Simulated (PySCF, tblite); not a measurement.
# C5H8SSi: geometry, infrared bands and NMR shifts

Wanted: the infrared bands and NMR shifts of C5H8SSi (`C#C[SiH2]/C=C/SC`), by calculation.

The runs use tblite 0.8.0 and PySCF 2.14.0, with density-fitted response routines of our own; the level of theory stands in each step. All values are computed, except where a source is named. Atoms are numbered from 0 throughout.

**1. The starting structure**

15 atoms, charge 0, multiplicity 1; geometry from: force field or distance geometry start.

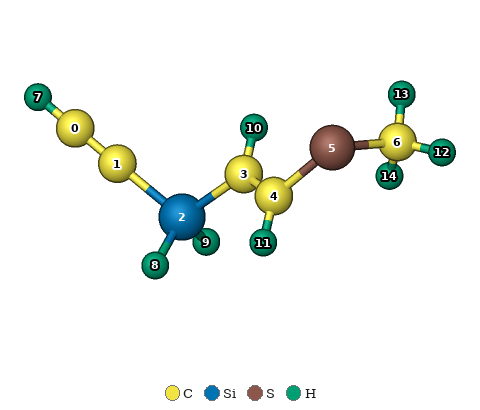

The starting geometry (carbon yellow, silicon blue, sulfur brown, hydrogen teal), atoms numbered; sticks join atoms by distance.

**2. Optimising the geometry with GFN2-xTB**

The job: settings as JSON, then the geometry in Å.

```
{"job": {"kind": "relax", "xc": "GFN2-xTB", "basis": "xTB"}, "charge": 0, "multiplicity": 1}
C     -4.016000    -0.374600     0.844300
C     -3.091200    -0.060300     0.142800
Si    -1.666000     0.407200    -0.920300
C     -0.115300    -0.136900    -0.103500
C      0.871600    -0.739000    -0.747500
S      2.306500    -1.208600     0.208900
C      3.198800     0.270300     0.721500
H     -4.839300    -0.639700     1.466500
H     -1.889600    -0.304100    -2.183500
H     -1.644300     1.870800    -1.088900
H     -0.057300     0.044700     0.976200
H      0.809700    -0.933400    -1.833700
H      4.265800     0.235000     0.481300
H      3.125700     0.433500     1.819700
H      2.736500     1.143000     0.194300
```

Command:

```
$ OMP_NUM_THREADS=1 python probes_run.py task.json out
```

One launch serves the whole session: the jobs run in the order shown.

Output:

```text
step      E/eV     max force
  0    -533.86426    1.800
  1    -533.97298    0.864
  2    -534.01949    1.064
  3    -534.03142    2.376
  4    -534.07615    0.667
  5    -534.09746    0.592
  6    -534.10999    0.529
  7    -534.11765    0.242
  8    -534.12468    0.259
  9    -534.12942    0.316
 10    -534.13354    0.184
 11    -534.13713    0.169
 12    -534.14018    0.196
 13    -534.14339    0.196
 14    -534.14748    0.171
 15    -534.15259    0.202
 16    -534.15834    0.180
 17    -534.16437    0.218
 18    -534.17137    0.260
 19    -534.18058    0.302
 20    -534.19023    0.338
 21    -534.20074    0.302
 22    -534.21283    0.308
 23    -534.22324    0.328
 24    -534.23575    0.319
 25    -534.25135    0.296
 26    -534.26344    0.349
 27    -534.27140    0.264
 28    -534.27686    0.174
 29    -534.28047    0.137
 30    -534.28485    0.156
 31    -534.28919    0.168
 32    -534.29298    0.189
 33    -534.29669    0.160
 34    -534.30089    0.165
 35    -534.30598    0.175
 36    -534.31118    0.233
 37    -534.31528    0.205
 38    -534.31824    0.148
 39    -534.32042    0.141
 40    -534.32232    0.124
 41    -534.32430    0.102
 42    -534.32609    0.072
 43    -534.32685    0.078
 44    -534.32776    0.080
 45    -534.32896    0.079
 46    -534.33074    0.094
 47    -534.33249    0.082
 48    -534.33367    0.067
 49    -534.33435    0.067
 50    -534.33506    0.078
 51    -534.33603    0.086
 52    -534.33719    0.092
 53    -534.33832    0.087
 54    -534.33947    0.104
 55    -534.34108    0.112
 56    -534.34362    0.109
 57    -534.34725    0.142
 58    -534.35089    0.129
 59    -534.35310    0.098
 60    -534.35424    0.089
 61    -534.35518    0.127
 62    -534.35670    0.092
 63    -534.35958    0.116
 64    -534.36097    0.078
 65    -534.36192    0.071
 66    -534.36262    0.063
 67    -534.36325    0.054
 68    -534.36380    0.060
 69    -534.36430    0.052
 70    -534.36491    0.053
 71    -534.36563    0.056
 72    -534.36626    0.057
 73    -534.36679    0.059
 74    -534.36733    0.058
 75    -534.36812    0.066
 76    -534.36920    0.098
 77    -534.37030    0.092
 78    -534.37091    0.050
 79    -534.37116    0.053
 80    -534.37132    0.038
 81    -534.37152    0.037
 82    -534.37192    0.052
 83    -534.37217    0.051
 84    -534.37244    0.044
 85    -534.37267    0.042
 86    -534.37299    0.044
 87    -534.37340    0.085
 88    -534.37391    0.107
 89    -534.37440    0.099
 90    -534.37482    0.051
 91    -534.37517    0.037
 92    -534.37548    0.071
 93    -534.37579    0.068
 94    -534.37606    0.067
 95    -534.37627    0.036
 96    -534.37647    0.035
 97    -534.37667    0.040
 98    -534.37688    0.083
 99    -534.37705    0.040
100    -534.37724    0.032
101    -534.37744    0.026
102    -534.37758    0.026
103    -534.37769    0.022
104    -534.37774    0.013
105    -534.37777    0.014
106    -534.37780    0.015
107    -534.37787    0.024
108    -534.37796    0.030
109    -534.37807    0.031
110    -534.37815    0.018
111    -534.37818    0.016
112    -534.37820    0.014
113    -534.37824    0.015
114    -534.37827    0.012
115    -534.37828    0.009
```

Run time: 0.67 s. Hardware: 1 thread of Arm Neoverse V2, shared host; peak memory 0.18 GiB.

The steps of the relaxation: (not every step is listed)

| step | energy from step 0 (eV) | largest force (eV/Å) |
| --- | --- | --- |
| 0 | 0.0000 | 1.8002 |
| 1 | -0.1087 | 0.8638 |
| 2 | -0.1552 | 1.0638 |
| 3 | -0.1672 | 2.3765 |
| 4 | -0.2119 | 0.6668 |
| 5 | -0.2332 | 0.5917 |
| 6 | -0.2457 | 0.5292 |
| 7 | -0.2534 | 0.2418 |
| 8 | -0.2604 | 0.2589 |
| 18 | -0.3071 | 0.2601 |
| 28 | -0.4126 | 0.1739 |
| 38 | -0.4540 | 0.1478 |
| 48 | -0.4694 | 0.0667 |
| 58 | -0.4866 | 0.1288 |
| 68 | -0.4995 | 0.0600 |
| 78 | -0.5067 | 0.0498 |
| 88 | -0.5097 | 0.1070 |
| 98 | -0.5126 | 0.0826 |
| 108 | -0.5137 | 0.0304 |
| 110 | -0.5139 | 0.0185 |
| 111 | -0.5139 | 0.0157 |
| 112 | -0.5139 | 0.0140 |
| 113 | -0.5140 | 0.0154 |
| 114 | -0.5140 | 0.0118 |
| 115 | -0.5140 | 0.0087 |

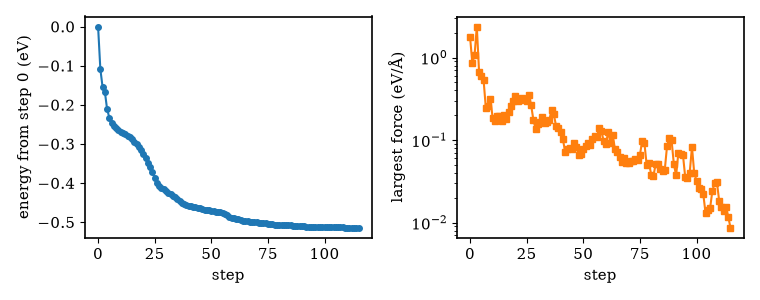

Energy and force, step by step.

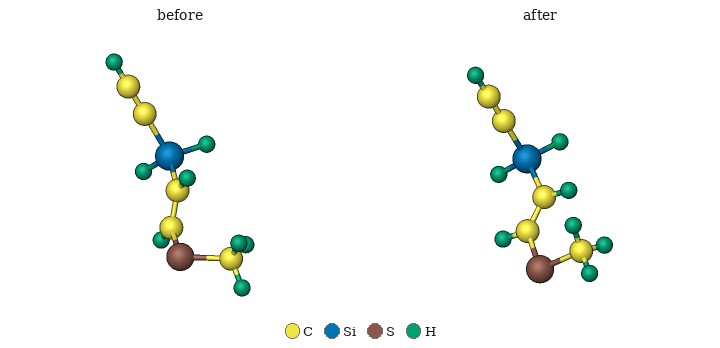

The geometry before (left) and after (right).

Distances of close pairs at the start and the end, largest changes first:

| bond | before (Å) | after (Å) | change (Å) |
| --- | --- | --- | --- |
| Si2–C3 | 1.835 | 1.878 | +0.043 |
| C4–S5 | 1.787 | 1.750 | -0.037 |
| C6–H14 | 1.119 | 1.086 | -0.033 |
| C6–H13 | 1.113 | 1.086 | -0.026 |
| C4–H11 | 1.105 | 1.079 | -0.026 |
| C1–Si2 | 1.838 | 1.853 | +0.015 |
| C3–H10 | 1.096 | 1.082 | -0.015 |
| S5–C6 | 1.802 | 1.815 | +0.013 |

The end geometry stands in the next job.

**3. Infrared spectrum with GFN2-xTB**

The job: settings as JSON, then the geometry in Å.

```
{"job": {"kind": "ir", "xc": "GFN2-xTB", "basis": "xTB"}, "charge": 0, "multiplicity": 1}
C     -3.590950    -0.451769     1.112378
C     -2.841370    -0.082906     0.247739
Si    -1.669966     0.478175    -1.074402
C      0.078292     0.231267    -0.433144
C      0.888333    -0.725702    -0.868238
S      2.524176    -1.086553    -0.361245
C      2.852559     0.164991     0.911656
H     -4.250178    -0.774927     1.866703
H     -1.899228    -0.323048    -2.280359
H     -1.901992     1.909029    -1.314122
H      0.420371     0.906227     0.339774
H      0.589907    -1.423073    -1.636217
H      3.853426    -0.034756     1.280081
H      2.131802     0.064815     1.718241
H      2.810404     1.156220     0.469242
```

Output:

```text
mode    cm-1     km/mol
  1      18.8      1.47
  2      49.8      0.15
  3     130.4      1.91
  4     156.4      1.45
  5     187.3      1.08
  6     199.0      0.11
  7     209.0      1.01
  8     231.2      0.15
  9     284.3     14.80
 10     374.9     14.43
 11     480.5    103.25
 12     565.9      0.87
 13     650.2     21.51
 14     661.9     10.00
 15     679.3     24.81
 16     683.1     40.24
 17     720.4    391.20
 18     722.1     36.39
 19     766.5    197.80
 20     782.4    117.28
 21     827.0    112.38
 22     937.7      2.15
 23     950.4     17.00
 24     977.0     14.46
 25    1189.9     12.18
 26    1278.7      9.75
 27    1310.8      1.35
 28    1451.0      5.39
 29    1452.3      8.69
 30    1609.6    319.91
 31    2203.3    359.15
 32    2208.2     74.21
 33    2232.9    264.38
 34    3024.7      2.12
 35    3031.1      8.37
 36    3055.8     23.81
 37    3061.8      3.09
 38    3076.7     19.06
 39    3350.6      3.05
```

It took 0.44 s on 1 thread of Arm Neoverse V2, shared host; peak memory 0.18 GiB.

Which atoms move in the most intense modes:

| cm⁻¹ | km/mol | atoms |
| --- | --- | --- |
| 480 | 103.2 | H9 33 %, H8 30 %, Si2 20 % |
| 720 | 391.2 | H9 26 %, H8 23 %, Si2 13 % |
| 766 | 197.8 | H8 43 %, H9 39 % |
| 782 | 117.3 | C4 40 %, S5 20 %, C3 12 % |
| 827 | 112.4 | C3 37 %, Si2 26 %, C4 15 % |
| 1610 | 319.9 | C3 49 %, C4 47 % |
| 2203 | 359.1 | H9 84 % |
| 2233 | 264.4 | H8 93 % |

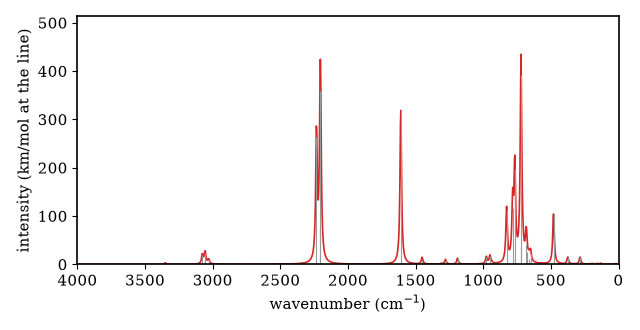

The infrared spectrum from these modes, unscaled. Lines are broadened to a width of 14 cm⁻¹ (Lorentzian).

**4. NMR shieldings: PBE0/pcSseg-1**

Same as in step 3 but for these lines:

```diff
@@ -1,2 +1,2 @@
-{"job": {"kind": "ir", "xc": "GFN2-xTB", "basis": "xTB"}, "charge": 0, "multiplicity": 1}
+{"job": {"kind": "nmr", "xc": "PBE0", "basis": "pcSseg-1"}, "charge": 0, "multiplicity": 1}
 C     -3.590950    -0.451769     1.112378
```

With the program's defaults for keys left out, this is: GIAO PBE0/pcSseg-1 NMR shielding, non-relativistic, gas phase.

Output:

```text
coarse grid: 13640 points
cycle   1  E = -882.2909281707  dE =  6.527e-01  |g| = 4.494e-01  |ddm| = 3.661e+00
cycle   2  E = -882.2768172696  dE =  1.411e-02  |g| = 4.999e-01  |ddm| = 9.829e-01
cycle   3  E = -882.3383645527  dE = -6.155e-02  |g| = 1.437e-01  |ddm| = 5.465e-01
cycle   4  E = -882.3435847587  dE = -5.220e-03  |g| = 4.159e-02  |ddm| = 1.530e-01
cycle   5  E = -882.3439416900  dE = -3.569e-04  |g| = 1.982e-02  |ddm| = 4.503e-02
cycle   6  E = -882.3440430246  dE = -1.013e-04  |g| = 4.061e-03  |ddm| = 2.028e-02
cycle   7  E = -882.3440469249  dE = -3.900e-06  |g| = 1.331e-03  |ddm| = 4.749e-03
final grid: 122688 points
cycle   8  E = -882.3902016010  dE = -3.118e-05  |g| = 9.351e-03  |ddm| = 3.315e-02
cycle   9  E = -882.3901852721  dE =  1.633e-05  |g| = 1.221e-02  |ddm| = 1.950e-02
cycle  10  E = -882.3902234020  dE = -3.813e-05  |g| = 1.250e-03  |ddm| = 1.236e-02
cycle  11  E = -882.3902237608  dE = -3.588e-07  |g| = 5.403e-04  |ddm| = 1.514e-03
cycle  12  E = -882.3902238302  dE = -6.942e-08  |g| = 1.668e-04  |ddm| = 4.708e-04
cycle  13  E = -882.3902238369  dE = -6.761e-09  |g| = 4.574e-05  |ddm| = 1.684e-04
cycle  14  E = -882.3902238375  dE = -5.239e-10  |g| = 1.114e-05  |ddm| = 5.189e-05
converged SCF energy = -882.3902238375

GIAO shielding tensors (ppm)
atom      isotropic    diamagn.    paramagn.     s11        s22        s33       span
  0 C       82.871     260.552    -177.680     -1.358      4.545    245.427    246.785
  1 C       99.796     258.923    -159.127      0.817      8.481    290.091    289.274
  2 Si     420.049     880.118    -460.070    389.022    419.746    451.378     62.356
  3 C       72.627     261.191    -188.564    -29.146     62.338    184.689    213.835
  4 C       31.930     257.261    -225.332    -84.611     38.706    141.694    226.306
  5 S      447.842    1055.716    -607.874    240.394    438.816    664.316    423.922
  6 C      169.726     252.202     -82.476    159.503    166.962    182.713     23.210
  7 H       29.768      33.004      -3.235     24.780     24.924     39.601     14.821
  8 H       27.105      27.987      -0.882     23.845     26.048     31.423      7.577
  9 H       26.959      27.645      -0.687     23.741     25.322     31.813      8.072
 10 H       26.404      35.603      -9.199     23.164     24.213     31.835      8.671
 11 H       24.851      31.892      -7.041     21.684     23.971     28.899      7.215
 12 H       29.520      27.958       1.562     24.658     26.705     37.197     12.539
 13 H       29.427      32.061      -2.634     24.897     27.218     36.165     11.268
 14 H       29.505      30.792      -1.286     25.133     26.868     36.515     11.382
```

Run time: 29 s. Hardware: 1 thread of Arm Neoverse V2, shared host; peak memory 0.78 GiB.

Shifts follow as δ = σ(reference) − σ, with reference shieldings (ppm) from runs at the same level and on the same kind of geometry: 1H TMS 31.72, 13C TMS 186.9, 29Si TMS 349.2, 33S CS2 504. The references are single molecules in the gas phase. Atoms listed in one row are averaged.

| atoms | environment | σ (ppm) | δ (ppm) | δ scaled to CDCl3 |
| --- | --- | --- | --- | --- |
| C4 | alkene CH | 31.9 | 155.0 | 145.0 |
| C3 | alkene CH | 72.6 | 114.3 | 109.6 |
| C0 | terminal alkyne carbon | 82.9 | 104.1 | 99.6 |
| C1 | alkyne carbon | 99.8 | 87.1 | 83.1 |
| C6 | methyl carbon bonded to S | 169.7 | 17.2 | 10.5 |
| H11 | hydrogen on an alkene CH | 24.85 | 6.87 | 6.58 |
| H10 | hydrogen on an alkene CH | 26.40 | 5.31 | 5.11 |
| H8, H9 | hydrogen on a silicon bonded to 2 C | 27.03 | 4.68 | – |
| H12, H13, H14 | hydrogen on a methyl carbon bonded to S | 29.48 | 2.23 | 2.21 |
| H7 | hydrogen on a terminal alkyne carbon | 29.77 | 1.95 | 1.94 |
| Si2 | silicon bonded to 2 C, 2 H | 420.0 | -70.9 | – |
| S5 | sulfide sulfur | 448 | 56 | – |

The scaled column applies a straight-line fit of computed shieldings to shifts measured in CDCl3, with any fitted terms for Cl, Br or S neighbours (root-mean-square error 0.16 ppm for H, 1.9 ppm for C).

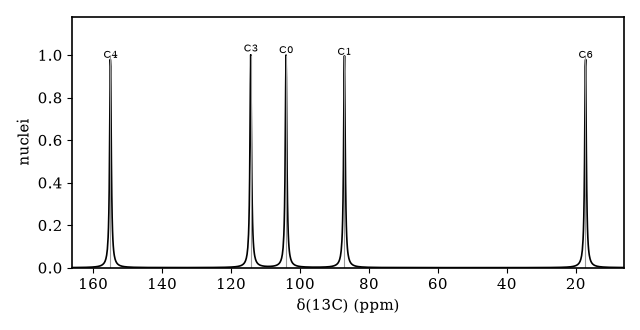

13C lines at the computed shifts, without couplings. Lines are broadened to a width of 0.55 ppm (Lorentzian).

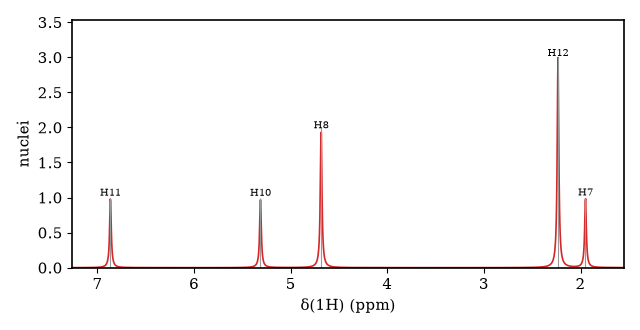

1H lines at the computed shifts, without couplings. Lines are broadened to a width of 0.02 ppm (Lorentzian).

The run also stored atomic charges by several schemes (e):

| atoms | Mulliken | IAO | Hirshfeld | ESP fit |
| --- | --- | --- | --- | --- |
| C0 | -0.20 | -0.19 | -0.09 | -0.38 |
| C1 | -0.17 | -0.33 | -0.16 | -0.10 |
| Si2 | 0.74 | 0.79 | 0.35 | 0.36 |
| C3 | -0.41 | -0.48 | -0.17 | -0.25 |
| C4 | -0.26 | -0.23 | -0.06 | -0.19 |
| S5 | 0.06 | 0.18 | 0.03 | -0.11 |
| C6 | -0.41 | -0.51 | -0.11 | -0.39 |

IAO charges:

C0 -0.19; C1 -0.33; Si2 0.79; C3 -0.48; C4 -0.23; S5 0.18; C6 -0.51; H7 0.20; H8 -0.12; H9 -0.12; H10 0.15; H11 0.16; H12 0.17; H13 0.16; H14 0.16

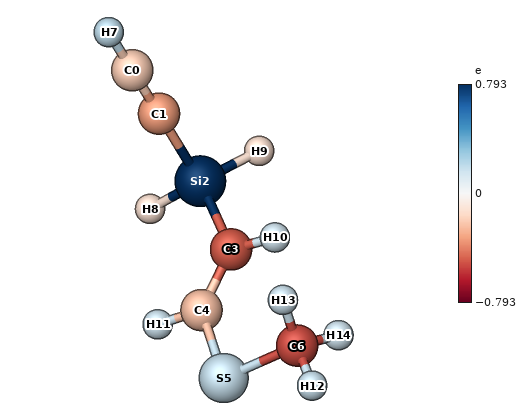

IAO charges, as colours on the atoms.

Mayer bond orders: C0–C1 2.55, C1–Si2 0.91, Si2–C3 0.90, C3–C4 1.81, C4–S5 1.10, S5–C6 1.01.

Orbitals, density, ELF and potential are computed afterwards from the orbital file.

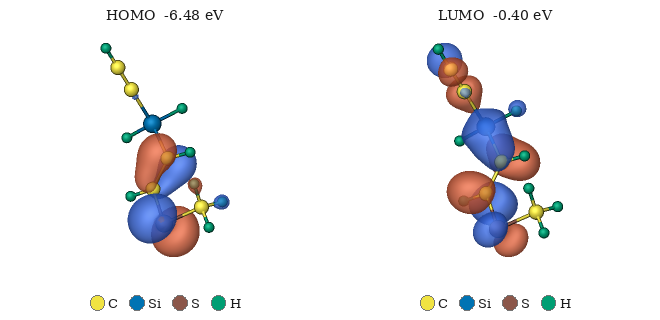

Frontier orbitals at PBE0/pcSseg-1; each surface holds 70 % of the orbital's density, blue and red mark the sign.

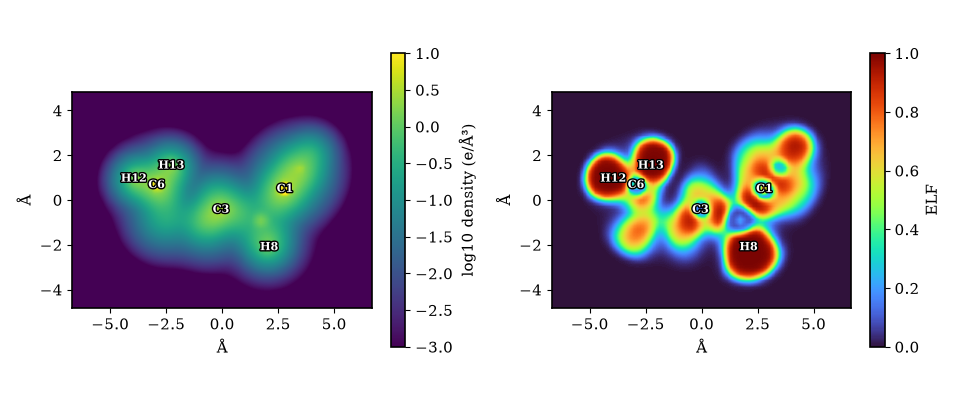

Density (left) and ELF (right) in a plane through or near 6 of the atoms.

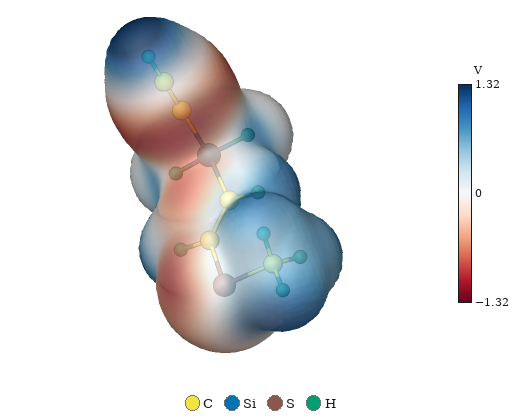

The potential that a unit positive charge feels on the 0.002 e/bohr³ surface, from -0.86 V near C1 to 1.32 V near H7.

**5. Summary of results**

```
                                                              quantity                                value
                             strongest single infrared mode (GFN2-xTB)                 720 cm⁻¹, 391 km/mol
                                          zero-point energy (GFN2-xTB)                        65.5 kcal/mol
                                13C shifts against TMS (PBE0/pcSseg-1)  155.0, 114.3, 104.1, 87.1, 17.2 ppm
1H shifts against TMS (PBE0/pcSseg-1, means over atoms taken as alike)     6.87, 5.31, 4.68, 2.23, 1.95 ppm
                               29Si shifts against TMS (PBE0/pcSseg-1)                            -70.9 ppm
                                33S shifts against CS2 (PBE0/pcSseg-1)                               56 ppm
                                 surface potential, least and greatest                   -0.86 V and 1.32 V
```

Relaxing lowered the energy by 0.514 eV in 115 steps; the close pair that moved most is Si2–C3, from 1.835 to 1.878 Å. All 39 modes are real, so the xTB geometry is a minimum. GFN2-xTB is a fitted tight-binding method: band positions and strengths are rough. Its intensities can rank the bands wrongly. At PBE0/pcSseg-1: The widest tensor belongs to S5: span 424 ppm, with a paramagnetic part of -608 ppm. At PBE0/pcSseg-1, counted by nearest atom on the grid, the HOMO lies on S5 54 %; C3 24 %, the LUMO on C4 28 %; C3 21 %.
